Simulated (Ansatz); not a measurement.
# Tc of HfB2 (P6/mmm) from its phonons, part 2 of 2

What Tc do the phonons of HfB2 (P6/mmm) give, and how does it depend on μ*? The cell shown first is a relaxed one, from steps not shown here.

Ansatz 0.2.0; DFT PBE, scalar-relativistic, plane waves, PAW; PAW set soft_1.

So far, log mean phonon energy ħω_log (meV): step 2 (electron–phonon run: q 3×3×3, k 12×12×9, scattering 18×18×12) 38.4.

## (4) Resistivity: q 6×6×4, k 18×18×16, scattering 30×30×20

The next rung changes the k mesh of the density and its response; the scattering mesh, which samples the Fermi surface.

input.yaml reads:

```yaml
crystal:
  lattice:
    - [3.1439123144, 0.0, 0.0]
    - [-1.5719561572, 2.7227079315, 0.0]
    - [0.0, 0.0, 3.4899586395]
  atoms:
    - { symbol: Hf, position: [0.0, 0.0, 0.0] }
    - { symbol: B, position: [0.3333333333, 0.6666666667, 0.5] }
    - { symbol: B, position: [0.6666666667, 0.3333333333, 0.5] }
kpoints:
  mp_grid: { grid: [18, 18, 16] }
hamiltonian:
  xc: pbe
  pseudopotentials: { kind: paw, azcp: { folder: soft_1 } }
scf:
  occupations: { method: methfessel_paxton, width: 0.2 }
output:
  eigenvalues: true
phonons:
  method: dfpt
  qmesh: [6, 6, 4]
  temperatures: { t_max: 1000, t_step: 50 }
  qpath:
    path:
      - [[0.0, 0.0, 0.0], [0.5, 0.0, 0.0], [0.33333333, 0.33333333, 0.0], [0.0, 0.0, 0.0], [0.0, 0.0, 0.5], [0.5, 0.0, 0.5], [0.33333333, 0.33333333, 0.5], [0.0, 0.0, 0.5]]
      - [[0.5, 0.0, 0.5], [0.5, 0.0, 0.0]]
    npoints: 6
  electrical_resistivity:
    mesh: [30, 30, 20]
    temperatures: [20.0, 50.0, 80.0, 100.0, 150.0, 200.0, 273.0, 300.0, 400.0, 500.0, 600.0, 800.0]
  superconductivity: { mesh: [30, 30, 20] }
```

The run is started by

```console
> ansatz run input.yaml --threads 16 --pin off --max-ram 92160MiB --backend cuda --events-out ev --progress --plain --runs-dir out --max-vram 78GiB
```

Numbers of over 12 decimals in the logs are rounded to 6 here.

The program printed:

```text
[...]
Crystal: 3 atoms, lattice volume = 29.874 Å³
Basis set: ecut = 420 eV, 563 PW (Γ), exchange–correlation on 48×48×48 points (8 copies of the dense FFT grid, shifted against one another)
Bands: 20, of which v1, the nominal top of the filled ones, is band 16 counted from 1 (15 counted from 0)
Symmetry: 24 space group operations
k-points: 333 of 5184
[...]
SCF iter   1: F=—  HF=-16037.741937 eV  |F-HF|=—  |Δ(HF+E_count)|=         —  Δρ=6.67e-2  dr2=2.15e0  ethr=3.10e-3  ⟨swp⟩=3.7  Hψ=26062  notcnv=0
[...]
SCF iter   2: F=—  HF=-16037.262486 eV  |F-HF|=—  |Δ(HF+E_count)|=   4.79e-1  S|Δr|=    0.00e0  Δρ=3.56e-2  dr2=6.19e-1  ethr=3.10e-3  ⟨swp⟩=3.0  Hψ=14245  notcnv=0
[...]
SCF iter  10: F=-16037.059924 eV  HF=-16037.059924 eV  |F-HF|=3.64e-12  |Δ(HF+E_count)|=  1.82e-12  S|Δr|=    0.00e0  Δρ=4.88e-8  dr2=4.17e-13  ethr=1.00e-12  ⟨swp⟩=6.3  Hψ=37465  notcnv=0
SCF 1 converged in 10 iterations: F = -16037.059924 eV  dr2 = 4.17e-13
[...]
SCF iter   2: F=-16037.059924 eV  HF=-16037.059924 eV  |F-HF|=1.82e-12  |Δ(HF+E_count)|=   2.70e-5  S|Δr|=    0.00e0  Δρ=3.54e-8  dr2=3.24e-13  ethr=1.00e-12  ⟨swp⟩=7.1  Hψ=34340  notcnv=0
SCF 2 converged in 2 iterations: F = -16037.059924 eV  dr2 = 3.24e-13
[...]
SCF 3 converged in 10 iterations: F = -16037.059924 eV  dr2 = 4.17e-13
[...]
SCF converged after 10 iterations
[...]
vibrations of 144 cells: unjudged by the run; compare a larger repeat
[...]
--- Superconductivity: potentials and phonons of a 6×6×4 supercell ---
           mesh         λ    ħω_log (meV)  μ* declared at (meV)
       30×30×20    0.1292          38.545               55.516
       15×15×10    0.1073          37.661               54.672
  λ by the species' shares of the modes' patterns: Hf 0.0657, B 0.0635
[...]
0.08      0.000         0.000    none_found    none_found    none_found    none_found     none_found
      0.10      0.000         0.000    none_found    none_found    none_found    none_found     none_found
      0.12          -             -    none_found    none_found    none_found    none_found     none_found
      0.13          -             -    none_found    none_found    none_found    none_found     none_found
      0.14          -             -    none_found    none_found    none_found    none_found     none_found
      0.16          -             -    none_found    none_found    none_found    none_found     none_found
      0.20          -             -    none_found    none_found    none_found    none_found     none_found
  none_found: no transition down to 0.1 K
[...]
vibrations of 144 cells: unjudged by the run; compare a larger repeat
[...]
```

Run time: 4.4 min. Hardware: 1 × NVIDIA GB200 with 16 threads of Arm Neoverse V2, shared host; peak memory 18 GiB; 17 min of CPU time.

Numbers from this step:

* zero-point energy: 0.2625 eV/cell
* highest frequency, solved or plainly interpolated: 817.1 cm⁻¹
* Debye temperature (second moment): 977 K
* resistivity at 300 K: 5.094 μΩ cm, mean of the axes
* coupling constant λ: 0.1292
* density of states at the Fermi level: 0.1362 states/eV a spin and cell
* log mean phonon energy ħω_log: 38.55 meV
* transport coupling constant λ_tr: 0.1273, 0.1273, 0.1415 (xx, yy, zz)
* Drude plasma energy: 4.775, 4.775, 4.588 eV (xx, yy, zz)
* resistivity times mean free path: 21.08, 21.08, 22.77 × 10⁻¹⁶ Ω m² (xx, yy, zz)
* second-moment phonon energy ħω₂: 55.52 meV

An empty cell: under 1 mK by a formula, or no transition down to the floor of the Eliashberg search. Transition temperatures:

| μ* | McMillan Tc (K) | Allen–Dynes Tc (K) |
| --- | --- | --- |
| 0.08 | - | - |
| 0.1 | - | - |
| 0.12 | - | - |
| 0.13 | - | - |
| 0.14 | - | - |
| 0.16 | - | - |
| 0.2 | - | - |

The Eliashberg function α²F has structure finer than the step of the table below, so its rows give means over 10 meV, whole bins alone (the curve runs from 0.395 to 101 meV). Peaks (meV: height): α²F 20.9: 0.176, 67.6: 0.240, 93.7: 0.134; α²F tr 20.9: 0.184, 67.6: 0.255, 93.7: 0.143.

Eliashberg function α²F against phonon energy; means over each step:

```csv
phonon energy (meV),α²F,α²F tr
10,0.00156,0.00140
20,0.0648,0.0654
30,0.00229,0.00270
40,0,0
50,5.7e-4,3.9e-4
60,0.0266,0.0276
70,0.113,0.116
80,0.0242,0.0245
90,0.0411,0.0452
```

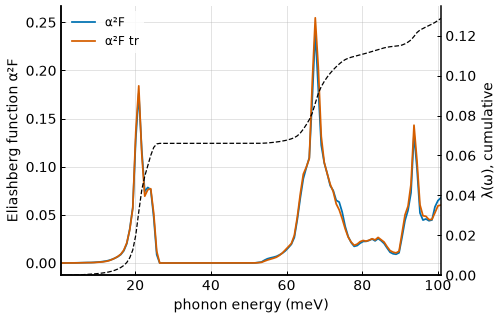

Eliashberg function α²F, plotted against phonon energy. The dashed line is the running λ.

The Eliashberg function α²F has structure finer than the step of the table below, so its rows give means over 10 meV, whole bins alone (the curve runs from 0.395 to 101 meV). Peaks (meV: height): α²F 20.9: 0.176, 67.6: 0.240, 93.7: 0.134; Hf 20.9: 0.175; B 67.6: 0.240, 93.7: 0.134.

Eliashberg function α²F against phonon energy; means over each step:

| phonon energy (meV) | α²F | Hf | B |
| --- | --- | --- | --- |
| 10 | 0.00156 | 0.00145 | 9.4e-5 |
| 20 | 0.0648 | 0.0643 | 5.1e-4 |
| 30 | 0.00229 | 0.00228 | 3.5e-6 |
| 40 | 0 | 0 | 0 |
| 50 | 5.7e-4 | 2.9e-5 | 5.5e-4 |
| 60 | 0.0266 | 6.3e-4 | 0.0260 |
| 70 | 0.113 | 3.9e-4 | 0.112 |
| 80 | 0.0242 | 2.2e-5 | 0.0241 |
| 90 | 0.0411 | 5.0e-5 | 0.0410 |

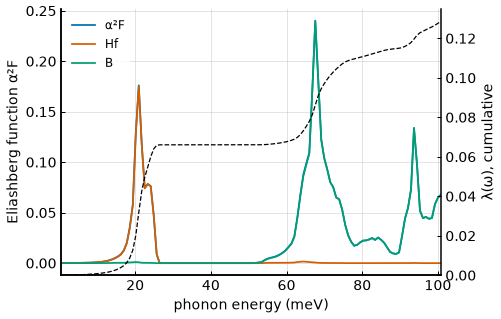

Eliashberg function α²F, plotted against phonon energy. The dashed line is the running λ.

## (5) Results

| Property | Result |
| --- | --- |
| meshes | q 6×6×4, k 18×18×16, scattering 30×30×20 |
| coupling constant λ | 0.129 |
| log mean phonon energy ħω_log | 38.5 meV |

What this shows: In the last run (PBE, q 6×6×4, k 18×18×16, scattering 30×30×20), with λ = 0.13 and ħω_log = 38.5 meV, Tc at μ* = 0.13 is under 1 mK by the formulas. In that run Allen and Dynes's formula gives no transition above 0.05 K at μ* = 0.10 or more. By the run's own test λ is not converged in the fine mesh: it moves by 17 % between the two finest. The run's transport test calls it not converged in the mesh; ρ(300 K) moves by 15 % in the component that moves most. Over the runs, λ takes the values 0.117, 0.125 and 0.129, in the order shown. No spin–orbit coupling, which matters for Hf. μ* is a typed number, phonons are harmonic, and spin fluctuations are left out; with λ this near or under μ*(1 + 0.62 λ), the formulas give Tc only to its order of magnitude, or none.

[Logs are printed without paths, hosts, clocks, repeated set-up lines and the standing remarks that a program may print on its own settings, such as how far it seeks lower states.]

[Hosts, paths, dates, database ids (printed as entryN), source tags and the programs' standing remarks are cut or masked in the printed files.]
